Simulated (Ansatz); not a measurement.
# BH2F (SMILES [H]B([H])F) at 6 levels

Aim: a comparison of 6 runs (HF/STO-3G, BLYP/STO-3G, PBE0/STO-3G, UPBE/STO-3G, CCSDT(Q)/STO-3G, CCSD/STO-3G) of BH2F. 

The results are computed with Ansatz 0.2.0.

56 further runs of the same task are left out: 2 that didn't finish, 54 set aside as unsound or not needed.

**1. The molecule**

BH2F has 4 atoms, charge 0, and is taken as a singlet. As SMILES, `[H]B([H])F`. The F4–B1 distance was set to 2.611 Å, away from the relaxed value. At this shape a bond of the SMILES string is far longer than usual.

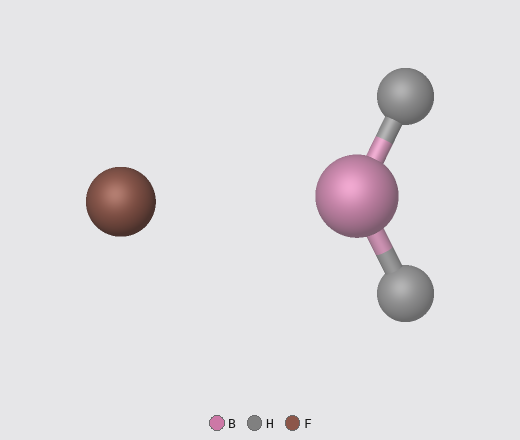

The structure, seen from a chosen angle (boron pink, hydrogen grey, fluorine brown).

**2. A single-point energy at HF/STO-3G (run 1)**

molecule.yaml reads:

```yaml
crystal:
  periodic: [false, false, false]
  atoms:
    - symbol: B
      position_ang: [0.710094, 1.163758, -0.002030]
    - symbol: H
      position_ang: [1.878524, 1.080588, 0.013000]
    - symbol: H
      position_ang: [0.101834, 2.164738, -0.022080]
    - symbol: F
      position_ang: [-0.650140, -1.065400, 0.003230]
basis:
  gaussian: {orbitals: STO-3G}
accuracy: high
hamiltonian: {xc: hf}
magnetization: {spin_polarized: false}
```

On the command line:

```
$ ansatz run molecule.yaml --threads 1 --pin off --max-ram 2610MiB --events-out events.jsonl --progress --plain --runs-dir runs
```

The program printed:

```text
Warning: RAYON_NUM_THREADS=1 ignored (pool sized by the plan → 1); use --threads N
Functional definition: HF
  name "HF"
  exchange = exact_x
  correlation = 0
178 factors; integrals over basis functions are off by at most 2.8e-8 eV
mean field evaluation 1: about -3346.0297 eV, gradient 1.7e1 eV
mean field evaluation 2: about -3346.0237 eV, gradient 1.7e1 eV
mean field evaluation 4: about -3351.6162 eV, gradient 1.2e1 eV
mean field evaluation 8: about -3351.9211 eV, gradient 1.1e1 eV
mean field evaluation 16: about -3353.0171 eV, gradient 3.0e-8 eV
mean field -3353.01714018 eV, -123.2211071448 hartree, gradient 3.1e-8 eV, S^2 0.000000; 0 other end points of the search recorded, 0 dependent functions left out
reference -3353.01714018 eV, -123.2211071448 hartree; 8, 8 occupied and 4, 4 virtual orbitals, 178 factors
Total energy: -3353.01714018 eV, -123.2211071448 hartree
```

It took 0.06 s on 1 thread of Intel Xeon Platinum 8488C (Sapphire Rapids), shared host.

**3. The energy at BLYP/STO-3G (run 2)**

in.yaml reads:

```yaml
crystal:
  periodic: [false, false, false]
  atoms:
    - symbol: B
      position_ang: [0.710094, 1.163758, -0.002030]
    - symbol: H
      position_ang: [1.878524, 1.080588, 0.013000]
    - symbol: H
      position_ang: [0.101834, 2.164738, -0.022080]
    - symbol: F
      position_ang: [-0.650140, -1.065400, 0.003230]
basis:
  gaussian:
    orbitals: STO-3G
hamiltonian:
  xc: {name: BLYP}
accuracy: high
```

On the command line:

```
$ ansatz run in.yaml --threads 1 --pin off --max-ram 2610MiB --events-out events.jsonl --progress --plain --runs-dir runs
```

The program printed:

```text
Warning: RAYON_NUM_THREADS=1 ignored (pool sized by the plan → 1); use --threads N
Functional definition: BLYP
  name "BLYP"
  parameter beta = 0.0042
  parameter a = 0.04918
  parameter b = 0.132
  parameter c = 0.2533
  parameter d = 0.349
  exchange = b88_x(beta = beta)
  correlation = lyp_c(a = a, b = b, c = c, d = d)
178 factors; integrals over basis functions are off by at most 2.8e-8 eV
mean field evaluation 1: about -3362.8467 eV, gradient 2.8e1 eV
mean field evaluation 2: about -2997.8973 eV, gradient 5.4e1 eV
mean field evaluation 4: about -3356.6775 eV, gradient 1.7e1 eV
mean field evaluation 8: about -3369.4155 eV, gradient 6.9e-2 eV
mean field evaluation 16: about -3347.1380 eV, gradient 3.0e1 eV
mean field evaluation 32: about -3368.9770 eV, gradient 5.5e0 eV
mean field -3369.37240263 eV, -123.8221519540 hartree, gradient 2.0e-8 eV, S^2 0.000000; 2 other end points of the search recorded, 0 dependent functions left out
reference -3369.37243184 eV, -123.8221530274 hartree; 8, 8 occupied and 4, 4 virtual orbitals, 178 factors
Total energy: -3369.37243184 eV, -123.8221530274 hartree
```

Run time: 0.44 s. Hardware: 1 thread of Intel Xeon Platinum 8488C (Sapphire Rapids), shared host.

Runs 3 to 5 aren't shown in full; the table further down has their settings and results.

**4. The energy at CCSD/STO-3G (run 6)**

in.yaml reads:

```yaml
crystal:
  periodic: [false, false, false]
  atoms:
    - {symbol: B, position_ang: [0.710094, 1.163758, -0.002030]}
    - {symbol: H, position_ang: [1.878524, 1.080588, 0.013000]}
    - {symbol: H, position_ang: [0.101834, 2.164738, -0.022080]}
    - {symbol: F, position_ang: [-0.650140, -1.065400, 0.003230]}
basis:
  gaussian: {orbitals: STO-3G}
correlation: {method: ccsd, frozen_orbitals: {B: 1, F: 1, H: 0}}
scf: {omitted_lower_state_checks: [cluster_reference, increment]}
accuracy: high
```

On the command line:

```
$ ansatz run in.yaml --threads 1 --pin off --max-ram 2610MiB --events-out events.jsonl --progress --plain --runs-dir runs
```

The program printed:

```text
Warning: RAYON_NUM_THREADS=1 ignored (pool sized by the plan → 1); use --threads N
[... 12 lines left out ...]
2 core orbitals not correlated: weight in the atoms' cores, before any rotation towards them, 1.000 or more for the frozen orbitals, at most 0.000 for the correlated occupied ones
[... 38 lines left out ...]
WARN: these amplitudes may be one of several solutions (largest doubles amplitude 0.69, level shift 12.38 eV)
Total energy: -3359.03558009 eV, -123.4422807321 hartree
Checks for a lower state left out: cluster_reference, increment
```

Wall time 0.1 s (1 thread of Intel Xeon Platinum 8488C (Sapphire Rapids), shared host).

**5. All runs side by side**

```csv
run,level,frozen core orbitals,energy (Eh),wall time
1,HF/STO-3G,–,-123.221107,0.06 s
2,BLYP/STO-3G,–,-123.822153,0.44 s
3,PBE0/STO-3G,–,-123.719026,0.38 s
4,UPBE/STO-3G,–,-123.728199,1.7 s
5,CCSDT(Q)/STO-3G,2,-123.445535,0.2 s
6,CCSD/STO-3G,2,-123.442281,0.1 s
```

**6. Results**

| quantity | value |
| --- | --- |
| run 6: total energy | -123.44228 Eh |
| run 6: correlation energy (2 core orbitals frozen) | -221.2 mEh |
| run 6: T1 diagnostic | 0.040 |

In words: Below the HF energy at the same shape and in the same basis (STO-3G): CCSDT(Q) -224.4 mEh; CCSD -221.2 mEh. Totals of different functionals can't be ranked against each other. In run 6 the T1 diagnostic is large, so a single reference may not serve. In runs 5, 6 the log says that unrestricted orbitals would lower the reference, so the values rest on an unstable closed-shell determinant (other closed-shell runs at this shape may share the fault). In runs 1, 2, 3, 4, 5, 6 the basis is minimal, so the values are rough. Spin contamination of the reference: run 4 ⟨S²⟩ = 0.60. All runs together took 2.9 s, the longest 1.7 s.
